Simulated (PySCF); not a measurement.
B(OMe)2(SH), SMILES COB(OC)S (C2H7BO2S), B3LYP/def2-SVP optimised geometry. Atoms within 1.6 Å of the plane z = 1.2 Å (x, y, z in Å): B1 (-0.32, 0.01, 0.00), O2 (1.04, 0.01, 0.00), C3 (1.78, 1.22, 0.00), H4 (1.53, 1.84, 0.88), H5 (2.85, 0.96, 0.04), O7 (-1.00, 1.18, 0.00), C8 (-2.41, 1.28, 0.01), H9 (-2.84, 0.81, 0.90), H10 (-2.68, 2.35, 0.01), S12 (-1.20, -1.61, 0.00), H13 (-0.08, -2.35, 0.00).

Method: B3LYP/def2-TZVP run with PySCF.

Map of the HOMO−1 amplitude (bohr^(-3/2)) on the plane z = 1.2 Å; orbital energy -8.21 eV, overall sign arbitrary:

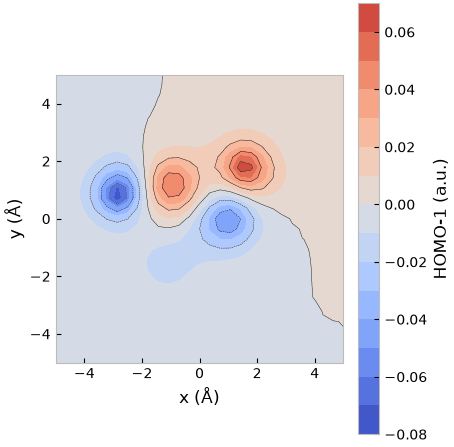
HOMO−1 amplitude (bohr^(-3/2)) on the plane z = 1.2 Å.
